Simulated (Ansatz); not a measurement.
## SnTeS monolayer, Janus: relaxing the cell for a phonon run

Task: relax SnTeS monolayer, Janus tightly.

Main program and level: Ansatz 0.2.0; DFT LDA, scalar-relativistic, plane waves, PAW; PAW set soft_1.

### Step 1. Starting point

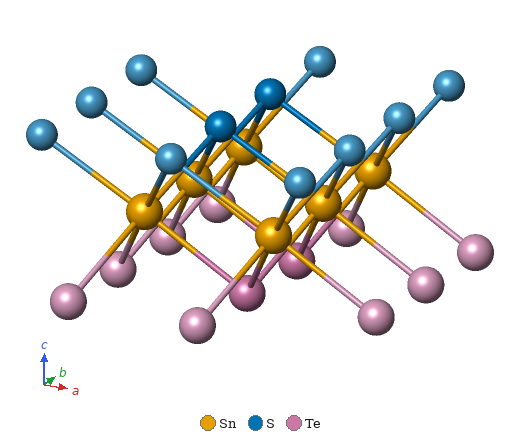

The cell as given, slightly off an axis (tin orange, sulfur blue, tellurium pink). 1×2×1 cells are drawn. Some periodic images of atoms are drawn too.

The cell holds 3 atoms: 1 Sn, 1 S and 1 Te. Its edges and angles: a = 3.800 Å, b = 3.800 Å, c = 20.000 Å, α = 90.0°, β = 90.0°, γ = 120.0°. Vacuum lies along c.

### Step 2. Probe on a coarse mesh

First a cheap look: the gap decides the mesh and the occupations, the pressure tells how far the cell has to move.

The program solves this slab on a cell height of its own, 30.0 Å, in place of the one typed.

input.yaml

```yaml
crystal:
  lattice:
    - [3.8, 0.0, 0.0]
    - [-1.9, 3.2909, 0.0]
    - [0.0, 0.0, 20.0]
  atoms:
    - { symbol: Sn, position: [0.0, 0.0, 0.5] }
    - { symbol: S, position: [0.333333, 0.666667, 0.575] }
    - { symbol: Te, position: [0.666667, 0.333333, 0.42] }
  periodic: [true, true, false]
kpoints:
  mp_grid: { grid: [6, 6, 1] }
hamiltonian:
  xc: lda
  pseudopotentials: { kind: paw, azcp: { folder: soft_1 }, xc_functional: pbe }
scf:
  occupations: { method: gaussian, width: 0.1 }
output:
  forces: true
  stress: true
  eigenvalues: true
```

Run with:

```bash
$ ansatz run input.yaml --threads 8 --pin off --max-ram 16384MiB --backend cpu --events-out ev --progress --plain --runs-dir out
```

Numbers of over 12 decimals in the logs are rounded to 6 here.

What it wrote:

```text
[...]
--- Band table (eV; the first three rows and the last of 7) ---
  k-point 0: bands = [... 14 lower, -6.9086, -6.9086, -5.8235, -5.8235, -4.4270, -2.7797, -1.8201, -1.8201]
  k-point 1: bands = [... 14 lower, -7.4970, -7.3998, -7.1130, -5.9504, -3.8821, -2.4033, -1.1301, -1.0849]
  k-point 2: bands = [... 14 lower, -8.5263, -8.3179, -6.8712, -6.2647, -4.9912, -2.0523, -1.2771, -0.4526]
  k-point 6: bands = [... 14 lower, -9.8362, -9.7091, -7.1365, -6.8628, -4.3851, -1.5037, -0.3067, 0.0625]
[key lines of the parts left out:]
SCF converged after 8 iterations
Free energy (F): -13576.387672 eV
Fermi energy:    -5.713328 eV
P = ½ c Tr σ = 2.9169 N/m
```

Wall time 1.1 s (8 threads of Arm Neoverse V2, shared host); peak memory 0.66 GiB.

Numbers from this step:

| Item | Value |
| --- | --- |
| gap on the k-mesh | 0.2336 eV |
| direct gap on mesh | 0.8263 eV |
| area per atom | 4.168 Å² |

The coarse mesh shows a gap of 0.23 eV.

### Step 3. Coarse relaxation

The start is far from rest, so a relaxation with loose tolerances brings it close first.

The program solves this slab on a cell height of its own, 30.0 Å, in place of the one typed.

input.yaml, as its differences from that of step 2:

```diff
@@ -21 +21,6 @@
   eigenvalues: true
+relax:
+  adjacent_minimum: "off"
+  f_tol: 0.05
+  max_steps: 80
+  cell: { stress_2d_tol: 0.02 }
```

What it wrote:

```text
[...]
Crystal: 3 atoms, lattice volume = 375.163 Å³
Basis set: ecut = 420 eV, 7313 PW (Γ)
Bands: 22, of which v1, the nominal top of the filled ones, is band 18 counted from 1 (17 counted from 0)
Symmetry: 6 space group operations
[...]
k-points: 7 of 36 (time reversal used)
[...]
F+E_penalty+E_count = -13576.70065455 eV   max|allowed force component| = 2.066e-3 eV/Å   (the final SCF, on the basis selected at the relaxed cell)
  cell:  # Å, volume = 374.3366 Å³
    - [3.795816, 0, 0]
    - [-1.897908, 3.287273, 0]
    - [0, 0, 30.0]
  atoms:
    - { symbol: Sn, position: [4.170072265614181e-18, 0, 0.337454] }
    - { symbol: S, position: [0.333333, 0.666667, 0.384305] }
    - { symbol: Te, position: [0.666667, 0.333333, 0.274908] }
[key lines of the parts left out:]
SCF converged after 8 iterations
Free energy (F): -13576.700655 eV
Fermi energy:    -5.236325 eV
P = ½ c Tr σ = -0.0021 N/m
```

Run time: 7.7 s. Hardware: 8 threads; peak memory 0.71 GiB; 52 s of CPU time.

Step by step:

```
step  energy less that of the first step (eV)  largest force component (eV/Å)  volume (Å³)
   1                                   0.0000                          2.5705       375.16
   2                                  -0.2626                          0.8403       379.02
   3                                  -0.2995                          0.3480       373.53
   4                                  -0.3121                          0.1534       374.35
   5                                  -0.3123                          0.0411       376.44
   6                                  -0.3130                          0.0099       374.60
   7                                  -0.3130                          0.0021       374.34
  8*                                  -0.3130                          0.0021       374.34
```

Relaxation steps marked * repeat the geometry before them on a plane-wave basis chosen anew for their cell, so energy and pressure can jump there.

The run keeps the 6 symmetry operations that it works with, so distortions that break them were not tested.

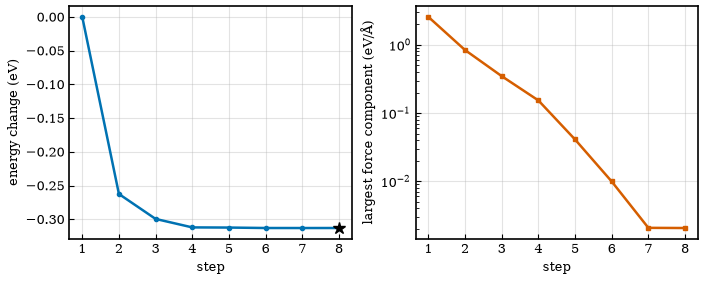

Energy and largest force along the relaxation. Stars mark steps on a basis chosen anew.

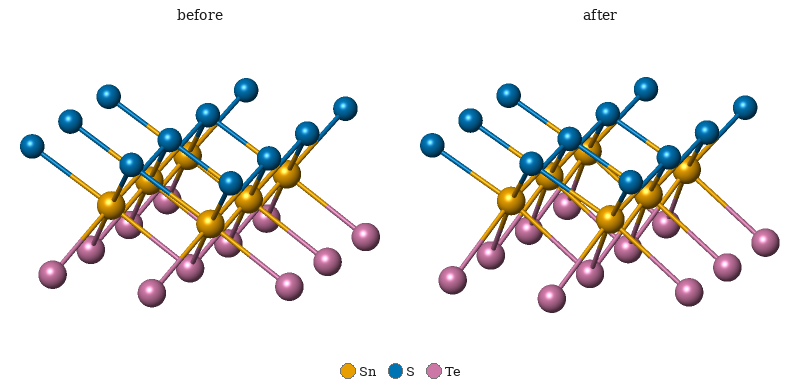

The structure before and after the relaxation, drawn at the same scale.

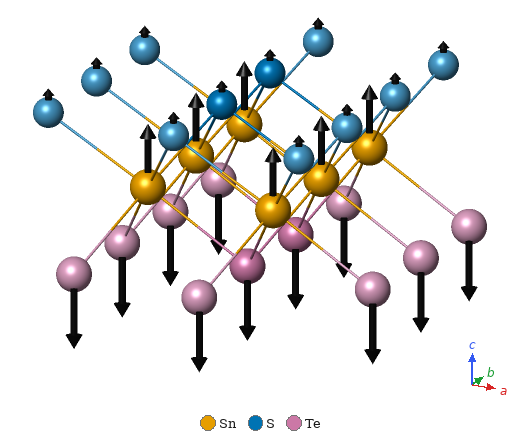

Displacements in the relaxation, exaggerated, measured against the changing cell; the longest in the cell stands for 0.15 Å. 1×2×1 cells are drawn. Some periodic images of atoms are drawn too.

```csv
cell as run,before,after,change
a (Å),3.800,3.796,-0.1 %
b (Å),3.800,3.796,-0.1 %
```

The atoms that moved most (Å, along periodic axes as changes of fractional coordinates times the final cell, across vacuum about the mean position):

```
atom     dx     dy      dz  length
 Te3  0.000  0.000  -0.153   0.153
 Sn1  0.000  0.000   0.124   0.124
  S2  0.000  0.000   0.029   0.029
```

The relaxed structure:

```cif
data_structure
_symmetry_space_group_name_H-M 'P 1'
_symmetry_Int_Tables_number 1
_cell_length_a 3.7958
_cell_length_b 3.7958
_cell_length_c 30.0000
_cell_angle_alpha 90.000
_cell_angle_beta 90.000
_cell_angle_gamma 120.000
_cell_volume 374.34
loop_
_atom_site_label
_atom_site_type_symbol
_atom_site_fract_x
_atom_site_fract_y
_atom_site_fract_z
_atom_site_occupancy
Sn1 Sn 0.00000 0.00000 0.33745 1
S2 S 0.33333 0.66667 0.38430 1
Te3 Te 0.66667 0.33333 0.27491 1
```

Numbers from this step:

```yaml
gap_on_the_k_mesh: 0 eV
area_per_atom: 4.159 Å²
```

The relaxation ends with a largest force component of 0.0021 eV/Å.

### Step 4. Bringing the structure to rest

The cell and atoms are relaxed, since residual forces and stress would shift the frequencies.

input.yaml

```yaml
crystal:
  lattice:
    - [3.7958163121, 0.0, 0.0]
    - [-1.8979081561, 3.2872733544, 0.0]
    - [0.0, 0.0, 30.0]
  atoms:
    - { symbol: Sn, position: [0.0, 0.0, 0.3374536117] }
    - { symbol: S, position: [0.3333333333, 0.6666666667, 0.3843047026] }
    - { symbol: Te, position: [0.6666666667, 0.3333333333, 0.2749083524] }
  periodic: [true, true, false]
kpoints:
  mp_grid: { grid: [12, 12, 1] }
hamiltonian:
  xc: lda
  pseudopotentials: { kind: paw, azcp: { folder: soft_1 }, xc_functional: pbe }
scf:
  occupations: { method: gaussian, width: 0.1 }
output:
  forces: true
  stress: true
  eigenvalues: true
  write_density: true
  write_potential: true
  elf: true
  volumetric_format: npy
relax:
  adjacent_minimum: "off"
  f_tol: 0.005
  max_steps: 80
  cell: { stress_2d_tol: 0.02 }
```

What it wrote:

```text
[...]
Crystal: 3 atoms, lattice volume = 374.337 Å³
Basis set: ecut = 420 eV, 7301 PW (Γ)
Bands: 22, of which v1, the nominal top of the filled ones, is band 18 counted from 1 (17 counted from 0)
[... 1 set-up line as in the run before ...]
[...]
k-points: 19 of 144 (time reversal used)
[...]
SCF iter   1: F=—  HF=-13577.020340 eV  |F-HF|=—  |Δ(HF+E_count)|=         —  Δρ=1.30e-2  dr2=1.24e0  ethr=3.10e-3  ⟨swp⟩=15.9  Hψ=3712  notcnv=0
[...]
SCF iter   8: F=-13576.697492 eV  HF=-13576.697492 eV  |F-HF|=2.05e-8  |Δ(HF+E_count)|=   1.66e-7  Δρ=2.04e-6  dr2=3.24e-8  ethr=2.78e-10  ⟨swp⟩=20.9  Hψ=4724  notcnv=0
SCF 1 converged in 8 iterations: F = -13576.697492 eV  dr2 = 3.24e-8
[...]
relax step   1: F+E_penalty+E_count = -13576.69749215 eV  Δ(F+E_penalty+E_count) = +0.000e0 eV  max|allowed force component| = 3.484e-2 eV/Å  Δτ_max = 0.0000 Å  P = -0.043 N/m  Ω = 374.337 Å³  fix = [c, alpha, beta]  reactions: c -0.000 N/m  (8 SCF iters, dr2 threshold 1.00e-7 eV, accepted)
Crystal: 3 atoms, lattice volume = 373.387 Å³
[...]
SCF iter   5: F=-13576.697694 eV  HF=-13576.697694 eV  |F-HF|=1.78e-9  |Δ(HF+E_count)|=   2.42e-8  Δρ=1.59e-6  dr2=1.32e-8  ethr=2.11e-10  ⟨swp⟩=20.2  Hψ=4648  notcnv=0
SCF 2 converged in 5 iterations: F = -13576.697694 eV  dr2 = 1.32e-8
relax step   2: F+E_penalty+E_count = -13576.69769369 eV  Δ(F+E_penalty+E_count) = -2.015e-4 eV  max|allowed force component| = 3.675e-2 eV/Å  Δτ_max = 0.0100 Å  P = -0.072 N/m  Ω = 373.387 Å³  energy of the carried Pulay correction = +4.055e-5 eV  fix = [c, alpha, beta]  reactions: c -0.000 N/m  (5 SCF iters, dr2 threshold 7.59e-8 eV, accepted)
Crystal: 3 atoms, lattice volume = 373.384 Å³
[...]
SCF iter   5: F=-13576.697778 eV  HF=-13576.697778 eV  |F-HF|=1.70e-9  |Δ(HF+E_count)|=   8.30e-9  Δρ=6.34e-7  dr2=3.10e-9  ethr=2.34e-10  ⟨swp⟩=19.1  Hψ=4356  notcnv=0
SCF 3 converged in 5 iterations: F = -13576.697778 eV  dr2 = 3.10e-9
relax step   3: F+E_penalty+E_count = -13576.69777768 eV  Δ(F+E_penalty+E_count) = -8.398e-5 eV  max|allowed force component| = 8.729e-3 eV/Å  Δτ_max = 0.0026 Å  P = -0.031 N/m  Ω = 373.384 Å³  energy of the carried Pulay correction = +4.068e-5 eV  fix = [c, alpha, beta]  reactions: c -0.000 N/m  (5 SCF iters, dr2 threshold 8.44e-8 eV, accepted)
[...]
relax step   4: F+E_penalty+E_count = -13576.69779527 eV  Δ(F+E_penalty+E_count) = -1.759e-5 eV  max|allowed force component| = 1.103e-3 eV/Å  Δτ_max = 0.0004 Å  P = -0.006 N/m  Ω = 373.204 Å³  energy of the carried Pulay correction = +4.836e-5 eV  fix = [c, alpha, beta]  reactions: c -0.000 N/m  (4 SCF iters, dr2 threshold 4.76e-9 eV, accepted)
[...]
SCF iter   7: F=-13576.697744 eV  HF=-13576.697744 eV  |F-HF|=3.64e-12  |Δ(HF+E_count)|=  2.73e-11  Δρ=2.07e-8  dr2=1.56e-12  ethr=1.00e-12  ⟨swp⟩=14.5  Hψ=3143  notcnv=0
SCF 5 converged in 7 iterations: F = -13576.697744 eV  dr2 = 1.56e-12
relax step   5: F+E_penalty+E_count = -13576.69774377 eV  Δ(F+E_penalty+E_count) = +5.149e-5 eV  max|allowed force component| = 1.074e-3 eV/Å  Δτ_max = 0.0000 Å  P = -0.006 N/m  Ω = 373.204 Å³  fix = [c, alpha, beta]  reactions: c -0.000 N/m  stress off target by 5.83e-3 N/m on what of the cell is left free  SCF on the basis re-selected at this cell (its energy is not comparable with the rows above)  (7 SCF iters)
[...]
WARN: The output density's exchange-correlation potential varies sharply where the density is thin. Do not read a vacuum level from v_tot or v_xc, or from such a field of the output density. On a cell that repeats whose density bears no net charge and no dipole along the vacuum's axis use v_es (v_loc + v_h of the components); under efield.dipole_correction with no amplitude use v_es + v_field, which holds any externa [...]
SCF converged after 7 iterations
Free energy (F): -13576.697744 eV
[...]
Internal energy: -13576.689780 eV  (E = F + TS)
E sigma→0 (E₀):  -13576.693762 eV
Entropy (-TS):   -0.007964 eV (-2.655 meV/atom)
Fermi energy:    -5.280957 eV
[...]
--- Forces (eV/Å), atoms counted from 1 ---
  atom   1  Sn    -0.00000000     0.00000000     0.00113649
  atom   2  S      0.00000000     0.00000000    -0.00029537
  atom   3  Te     0.00000000     0.00000000    -0.00065511
  max |Σ_I F_I| component: 1.86e-4 eV/Å
--- 2D stress c σ (N/m, compression-positive) ---
       -0.005825      -0.000000       0.000000
       -0.000000      -0.005825      -0.000000
        0.000000      -0.000000      -0.000000
  P = ½ c Tr σ = -0.0058 N/m
--- Band table (eV; the first three rows and the last of 19) ---
  k-point 0: bands = [... 14 lower, -7.2258, -7.2258, -4.9492, -4.9492, -4.7734, -2.2794, -1.5960, -1.5960]
  k-point 1: bands = [... 14 lower, -7.4552, -7.3374, -5.6403, -5.0468, -4.3783, -2.0616 (-2.0616°), -1.6130, -1.4265]
  k-point 2: bands = [... 14 lower, -7.6172, -7.3756, -6.7581, -5.2822, -4.0514, -2.3239, -1.0499, -1.0235]
  k-point 18: bands = [... 14 lower, -9.5873, -9.5263, -7.3032, -6.7885, -4.7237, -1.5534, -0.9716, -0.2272]
  ° read free of the cell's end (the report's vacuum.weakly_bound_levels)
--- Relaxed structure (4 steps of the walk, 4 accepted, 1 SCFs on fresh bases) ---
[...]
cell:  # Å, volume = 373.2043 Å³
    - [3.790071, 2.8823893248980507e-11, 0]
    - [-1.895036, 3.282298, 0]
    - [0, 0, 30.0]
  atoms:
    - { symbol: Sn, position: [0, 0, 0.337555] }
    - { symbol: S, position: [0.333333, 0.666667, 0.384464] }
    - { symbol: Te, position: [0.666667, 0.333333, 0.274648] }
```

Wall time 12 s (8 threads); peak memory 0.87 GiB; 86 s of CPU time.

Relaxation path:

| step | energy less that of the first step (eV) | largest force component (eV/Å) | volume (Å³) |
| --- | --- | --- | --- |
| 1 | 0.0000 | 0.0348 | 374.34 |
| 2 | -0.0002 | 0.0367 | 373.39 |
| 3 | -0.0003 | 0.0087 | 373.38 |
| 4 | -0.0003 | 0.0011 | 373.20 |
| 5* | -0.0003 | 0.0011 | 373.20 |

Relaxation steps marked * repeat the geometry before them on a plane-wave basis chosen anew for their cell, so energy and pressure can jump there.

The run keeps the 6 symmetry operations that it works with, so distortions that break them were not tested.

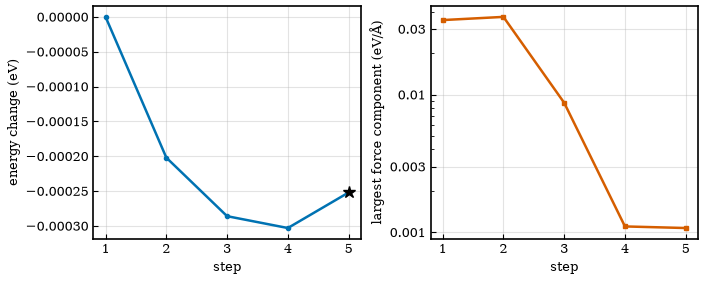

Energy and largest force along the relaxation. Stars mark steps on a basis chosen anew.

| cell as run | before | after | change |
| --- | --- | --- | --- |
| a (Å) | 3.796 | 3.790 | -0.2 % |
| b (Å) | 3.796 | 3.790 | -0.2 % |

The relaxed structure:

```cif
data_structure
_symmetry_space_group_name_H-M 'P 1'
_symmetry_Int_Tables_number 1
_cell_length_a 3.7901
_cell_length_b 3.7901
_cell_length_c 30.0000
_cell_angle_alpha 90.000
_cell_angle_beta 90.000
_cell_angle_gamma 120.000
_cell_volume 373.20
loop_
_atom_site_label
_atom_site_type_symbol
_atom_site_fract_x
_atom_site_fract_y
_atom_site_fract_z
_atom_site_occupancy
Sn1 Sn 0.00000 0.00000 0.33755 1
S2 S 0.33333 0.66667 0.38446 1
Te3 Te 0.66667 0.33333 0.27465 1
```

Numbers from this step:

- area per atom: 4.147 Å²

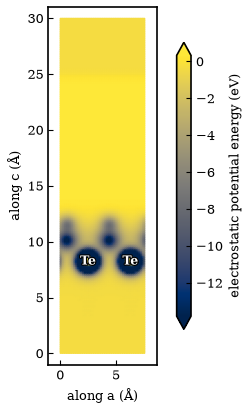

Electrostatic potential energy in the ac plane at fractional y = 0.333, with atoms of Te within 0.2 Å of it. With pseudopotentials it is smooth inside the atoms' cores, unlike the true potential.

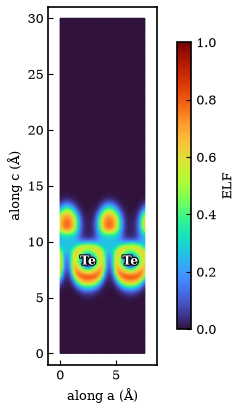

ELF in the ac plane at fractional y = 0.333, with atoms of Te within 0.2 Å of it. It is the smooth field of the valence electrons, not physical close to the nuclei.

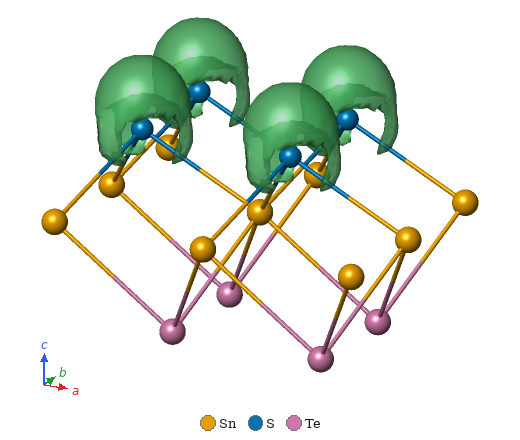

Surface of ELF = 0.85. 2×2×1 cells are drawn.

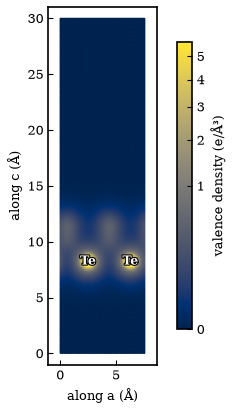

Valence density in the ac plane at fractional y = 0.333, with atoms of Te within 0.2 Å of it. It is the smooth field of the valence electrons, not physical close to the nuclei. The colour scale is stretched toward low values.

The cell shrank by 0.2 % in its periodic edges. First to last step the energy falls by 0.000 eV, across changes of basis; the largest move, 0.008 Å, is that of Te3.

### Step 5. Relaxing to small forces for the phonons

Phonons need a cell at rest on their own settings, so the relaxation is repeated with tight tolerances on forces and stress, using the mesh and the filling of the phonon run that follows.

input.yaml, the sections that differ from step 4:

```yaml
crystal:
  lattice:
    - [3.7900711182, 0.0, 0.0]
    - [-1.8950355591, 3.2822978705, 0.0]
    - [0.0, 0.0, 30.0]
  atoms:
    - { symbol: Sn, position: [0.0, 0.0, 0.337554596] }
    - { symbol: S, position: [0.3333333333, 0.6666666667, 0.3844643376] }
    - { symbol: Te, position: [0.6666666667, 0.3333333333, 0.2746477331] }
  periodic: [true, true, false]
scf:
  occupations: { method: methfessel_paxton, width: 0.2 }
relax:
  adjacent_minimum: "off"
  f_tol: 0.001
  max_steps: 60
  cell: { stress_2d_tol: 0.002 }
# kpoints, hamiltonian, output: as in step 4
```

What it wrote:

```text
[...]
Crystal: 3 atoms, lattice volume = 373.204 Å³
Basis set: ecut = 420 eV, 7301 PW (Γ)
Bands: 22, of which v1, the nominal top of the filled ones, is band 18 counted from 1 (17 counted from 0)
[... 1 set-up line as in the run before ...]
[...]
k-points: 19 of 144 (time reversal used)
[...]
° read free of the cell's end (the report's vacuum.weakly_bound_levels)
--- Relaxed structure (4 steps of the walk, 3 accepted, 1 SCFs on fresh bases) ---
[...]
cell:  # Å, volume = 372.7272 Å³
    - [3.787648, 0.0, 0]
    - [-1.893824, 3.280199, 0]
    - [0, 0, 30.0]
  atoms:
    - { symbol: Sn, position: [0, 0, 0.337600] }
    - { symbol: S, position: [0.333333, 0.666667, 0.384515] }
    - { symbol: Te, position: [0.666667, 0.333333, 0.274552] }
[key lines of the parts left out:]
SCF converged after 8 iterations
Free energy (F): -13576.695615 eV
Fermi energy:    -5.276968 eV
P = ½ c Tr σ = -0.0019 N/m
```

It took 13 s on 8 threads; peak memory 0.86 GiB; 93 s of CPU time.

Little changed from the start: no atom moved by 0.005 Å and no cell edge by 0.1 %.

Numbers from this step:

```
area per atom : 4.141 Å²
```

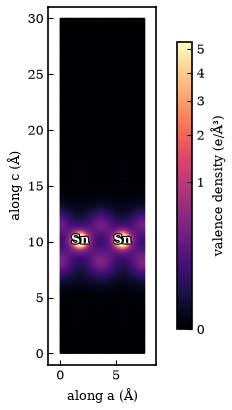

Valence density in the ac plane at fractional y = 0.000, with atoms of Sn within 0.2 Å of it. It is the smooth field of the valence electrons, not physical close to the nuclei. The map starts off the cell's origin, so that atoms lie inside it. The colour scale is stretched toward low values.

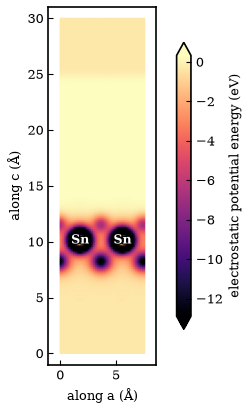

Electrostatic potential energy in the ac plane at fractional y = 0.000, with atoms of Sn within 0.2 Å of it. With pseudopotentials it is smooth inside the atoms' cores, unlike the true potential. The map starts off the cell's origin, so that atoms lie inside it.

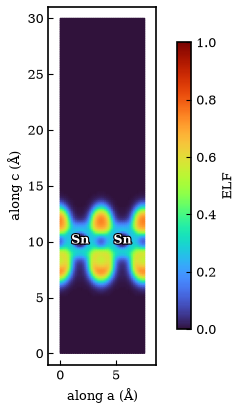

ELF in the ac plane at fractional y = 0.000, with atoms of Sn within 0.2 Å of it. It is the smooth field of the valence electrons, not physical close to the nuclei. The map starts off the cell's origin, so that atoms lie inside it.

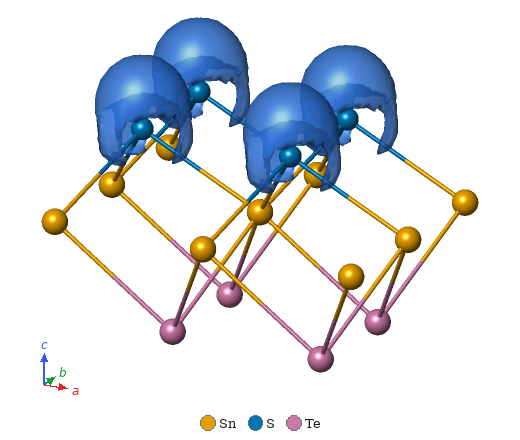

Surface of ELF = 0.85. 2×2×1 cells are drawn.

The largest force component left is 0.37 meV/Å, within the tolerances set.

### Step 6. Summary of results

```
space group after relaxation (within 0.01 Å) : P3m1
lattice constant a                           : 3.788 Å
lattice constant b                           : 3.788 Å
area per atom                                : 4.14 Å²
```

In words: The largest force component left is 0.37 meV/Å, within the tolerances set. The relaxation keeps the symmetry of its start, so it says nothing on stability against lower symmetry. Spin-orbit coupling is left out, which can matter for the heavy elements here. The PAW files were made for PBE and serve the other functionals too. The starting cell was built on a prototype and not taken from a measurement.

[Logs are printed without paths, hosts, clocks, repeated set-up lines and the standing remarks that a program may print on its own settings, such as how far it seeks lower states.]

[Hosts, paths, dates, database ids (printed as entryN), source tags and the programs' standing remarks are cut or masked in the printed files.]
